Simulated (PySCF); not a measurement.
# One shape, several levels: Ge2H6 (digermane)

Aim: a comparison of 6 runs (HF/STO-3G, HF/def2-SVP, B3LYP/6-31G*, wB97X/6-31G*, r2SCAN/6-311G**, CCSD/def2-SVP) of Ge2H6 (digermane). The job is set up through a Python script.

Program for the calculation: PySCF 2.14.0.

### 1 The structure to begin with

Ge2H6 has 8 atoms, charge 0, and is taken as a singlet. As SMILES, `[GeH3][GeH3]`. The coordinates come from a PBE0-D4/def2-TZVP relaxation.

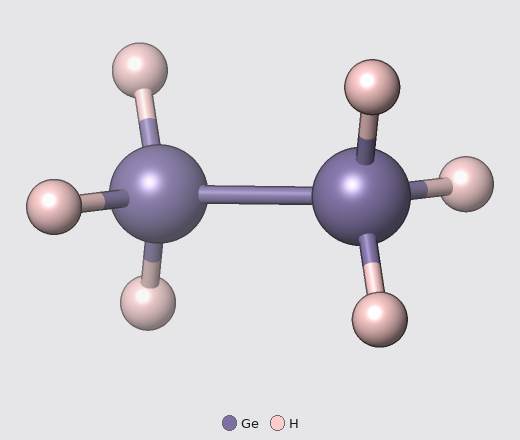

Viewed from a chosen angle; germanium purple, hydrogen pink.

### 2 Energy and forces at HF/STO-3G (run 1)

Contents of run.py:

```python
import pyscf.grad
from pyscf import gto, scf

mol = gto.M(
    atom=[
    ('Ge', (-0.569150, 0.281910, -1.029950)),
    ('Ge', (0.569150, -0.281910, 1.029950)),
    ('H', (-0.360530, -0.825230, -2.075830)),
    ('H', (-2.077470, 0.442320, -0.780090)),
    ('H', (-0.023210, 1.601970, -1.597890)),
    ('H', (0.367430, 0.829100, 2.073090)),
    ('H', (2.076310, -0.450460, 0.778490)),
    ('H', (0.017470, -1.597700, 1.602230)),
],
    charge=0,
    spin=0,
    basis='sto-3g',
    max_memory=1860,
    verbose=3,
)

hf = scf.RHF(mol)
hf.conv_tol = 1e-10
hf.kernel()
if not hf.converged:
    hf = hf.newton().run(hf.mo_coeff, hf.mo_occ)

etot = hf.e_tot
print(f'total energy: {etot:.8f} hartree')
grad = hf.Gradients().kernel()
hf.analyze()
```

Started as:

```
OMP_NUM_THREADS=1 python run.py
```

The log of the run:

```text
converged SCF energy = -4107.03407623105
total energy: -4107.03407623 hartree
--------------- RHF gradients ---------------
         x                y                z
0 Ge     0.0106271473    -0.0052621776     0.0192201234
1 Ge    -0.0106254124     0.0052599543    -0.0192218194
2 H     0.0060340684    -0.0297131622    -0.0269801525
3 H    -0.0396832002     0.0040319589     0.0075193198
4 H     0.0150132863     0.0349109290    -0.0142547404
5 H    -0.0058479029     0.0298196083     0.0269080065
6 H     0.0396501457    -0.0042520387    -0.0075625549
7 H    -0.0151681322    -0.0347950719     0.0143718175
----------------------------------------------
**** MO energy ****
MO #1   energy= -400.534214782089  occ= 2
MO #2   energy= -400.534206500189  occ= 2
MO #3   energy= -50.3791200507041  occ= 2
MO #4   energy= -50.3778735687526  occ= 2
MO #5   energy= -45.4421773124178  occ= 2
MO #6   energy= -45.4421200802801  occ= 2
MO #7   energy= -45.4421200606831  occ= 2
MO #8   energy= -45.4421166782079  occ= 2
MO #9   energy= -45.4420812976924  occ= 2
MO #10  energy= -45.4420812776282  occ= 2
MO #11  energy= -6.46318744663279  occ= 2
MO #12  energy= -6.46296089463601  occ= 2
MO #13  energy= -4.50511477707202  occ= 2
MO #14  energy= -4.50466031426653  occ= 2
MO #15  energy= -4.50466026040477  occ= 2
MO #16  energy= -4.50420709345519  occ= 2
MO #17  energy= -4.50341244035233  occ= 2
MO #18  energy= -4.50341239795459  occ= 2
MO #19  energy= -0.689850201224    occ= 2
MO #20  energy= -0.654511415780956 occ= 2
MO #21  energy= -0.644098156264973 occ= 2
MO #22  energy= -0.644098002670796 occ= 2
MO #23  energy= -0.64389083653787  occ= 2
MO #24  energy= -0.643890723503826 occ= 2
MO #25  energy= -0.641755917184409 occ= 2
MO #26  energy= -0.641755909858424 occ= 2
MO #27  energy= -0.641746902470503 occ= 2
MO #28  energy= -0.641746897871298 occ= 2
MO #29  energy= -0.637992388579019 occ= 2
MO #30  energy= -0.600237334982397 occ= 2
MO #31  energy= -0.426910421763994 occ= 2
MO #32  energy= -0.426909044593727 occ= 2
MO #33  energy= -0.392209105150675 occ= 2
MO #34  energy= -0.392207318661095 occ= 2
MO #35  energy= -0.32342635272111  occ= 2
MO #36  energy= 0.39681019813758   occ= 0
MO #37  energy= 0.448787440092362  occ= 0
MO #38  energy= 0.44878938972854   occ= 0
MO #39  energy= 0.525165770507221  occ= 0
MO #40  energy= 0.526326678254496  occ= 0
MO #41  energy= 0.588752417912217  occ= 0
MO #42  energy= 0.588757787341132  occ= 0
 ** Mulliken atomic charges  **
charge of    0Ge =      0.32869
charge of    1Ge =      0.32869
charge of    2H =     -0.10956
charge of    3H =     -0.10957
charge of    4H =     -0.10956
charge of    5H =     -0.10956
charge of    6H =     -0.10957
charge of    7H =     -0.10956
Dipole moment(X, Y, Z, Debye): -0.00000,  0.00000,  0.00000
```

Wall time 2.6 s (1 thread of Arm Neoverse V1, shared host); peak memory 0.12 GiB.

### 3 Energy and gradient at HF/def2-SVP (run 2)

Contents of run.py:

```python
from pyscf import gto

mol = gto.Mole()
mol.atom = '''
Ge    -0.569150     0.281910    -1.029950
Ge     0.569150    -0.281910     1.029950
H     -0.360530    -0.825230    -2.075830
H     -2.077470     0.442320    -0.780090
H     -0.023210     1.601970    -1.597890
H      0.367430     0.829100     2.073090
H      2.076310    -0.450460     0.778490
H      0.017470    -1.597700     1.602230
'''
mol.charge = 0
mol.verbose = 4
mol.basis = 'def2-svp'
mol.max_memory = 1860
mol.build()

mf = mol.RHF()
mf.conv_tol = 1e-10
mf.kernel()
if not mf.converged:
    mf = mf.newton().run(mf.mo_coeff, mf.mo_occ)

etot = mf.e_tot
print('Final energy', etot)
grad = mf.nuc_grad_method().kernel()
mf.analyze()
```

Started as:

```
OMP_NUM_THREADS=1 python run.py
```

The log of the run:

```text
PySCF version 2.14.0

[... 77 lines left out ...]
Two-electron Energy =                 1962.307646449930189
[... 13 lines left out ...]
MO #10  energy= -46.2264986093279  occ= 2
[... 11 lines left out ...]
MO #22  energy= -1.63258361506504  occ= 2
[... 11 lines left out ...]
MO #34  energy= -0.459425240320106 occ= 2
[... 11 lines left out ...]
MO #46  energy= 0.423656025703085  occ= 0
[... 11 lines left out ...]
MO #58  energy= 0.716431621666975  occ= 0
[... 11 lines left out ...]
MO #70  energy= 1.71164262903355   occ= 0
[... 11 lines left out ...]
MO #82  energy= 2.18048624257589   occ= 0
[... 11 lines left out ...]
MO #94  energy= 3.09891730344358   occ= 0
[... 105 lines left out ...]
Dipole moment(X, Y, Z, Debye):  0.00001, -0.00001, -0.00001
```

It took 9.6 s on 1 thread of Arm Neoverse V1, shared host; peak memory 0.19 GiB.

Runs 3 to 5 aren't shown in full; the table further down has their settings and results.

### 4 The energy at CCSD/def2-SVP (run 6)

Contents of run.py:

```python
from pyscf import gto, scf, cc

mol = gto.Mole()
mol.atom = '''
Ge  -0.569150   0.281910  -1.029950
Ge   0.569150  -0.281910   1.029950
H   -0.360530  -0.825230  -2.075830
H   -2.077470   0.442320  -0.780090
H   -0.023210   1.601970  -1.597890
H    0.367430   0.829100   2.073090
H    2.076310  -0.450460   0.778490
H    0.017470  -1.597700   1.602230
'''
mol.basis = 'def2-svp'
mol.max_memory = 1860
mol.verbose = 3
mol.build()

mf = scf.RHF(mol)
mf.conv_tol = 1e-10
mf.kernel()
if not mf.converged:
    mf = mf.newton().run(mf.mo_coeff, mf.mo_occ)

mycc = cc.CCSD(mf, frozen=18)
mycc.kernel()
etot = mycc.e_tot
print('Final energy', etot)
mf.analyze()
```

Started as:

```
OMP_NUM_THREADS=1 python run.py
```

The log of the run:

```text
converged SCF energy = -4153.6896291562
[... 8 lines left out ...]
MO #6   energy= -46.2267816721442  occ= 2
[... 10 lines left out ...]
MO #17  energy= -5.15917989899222  occ= 2
[... 10 lines left out ...]
MO #28  energy= -1.62746532557068  occ= 2
[... 10 lines left out ...]
MO #39  energy= 0.188613785443716  occ= 0
[... 10 lines left out ...]
MO #50  energy= 0.486605864120113  occ= 0
[... 10 lines left out ...]
MO #61  energy= 0.938571481698596  occ= 0
[... 10 lines left out ...]
MO #72  energy= 1.79693119243739   occ= 0
[... 10 lines left out ...]
MO #83  energy= 2.28181884973724   occ= 0
[... 10 lines left out ...]
MO #94  energy= 3.09891730344358   occ= 0
[... 9 lines left out ...]
Dipole moment(X, Y, Z, Debye):  0.00001, -0.00001, -0.00001
```

Run time: 25 s. Hardware: 1 thread of Arm Neoverse V1, shared host; peak memory 0.46 GiB.

### 5 The series

```csv
run,level,integration grid,task,energy (Eh),dipole moment (D) of the reference,HOMO energy (eV),LUMO energy (eV),wall time
1,HF/STO-3G,–,gradient,-4107.034076,0.00,-8.80,10.80,2.6 s
2,HF/def2-SVP,–,gradient,-4153.689629,0.00,-10.72,3.92,9.6 s
3,B3LYP/6-31G* (spherical functions),5,gradient,-4157.123802,0.00,-7.86,0.16,30 s
4,wB97X/6-31G* (spherical functions),5,gradient,-4157.117564,0.00,-10.27,2.41,56 s
5,r2SCAN/6-311G**,5,gradient,-4157.502122,0.00,-7.40,-0.22,80 s
6,CCSD/def2-SVP,–,energy,-4154.193422,0.00,-10.72,3.92,25 s
```

### 6 Summary of results

```
                                           quantity           value
                                run 6: total energy  -4154.19342 Eh
        run 6: dipole moment (Hartree–Fock density)          0.00 D
         run 6: HOMO energy (Hartree–Fock orbitals)       -10.72 eV
         run 6: LUMO energy (Hartree–Fock orbitals)         3.92 eV
       run 6: HOMO–LUMO gap (Hartree–Fock orbitals)        14.63 eV
run 6: correlation energy (18 core orbitals frozen)      -503.8 mEh
                               run 6: T1 diagnostic           0.010
```

What this shows: Over runs 1, 2, 3, 4, 5 the HOMO–LUMO gap runs from 7.19 eV (r2SCAN/6-311G**) to 19.60 eV (HF/STO-3G). The two ends differ in method and basis. Totals of different functionals can't be ranked against each other. In run 1 the basis is minimal, so the values are rough. All runs together took 3.4 min, the longest 80 s.
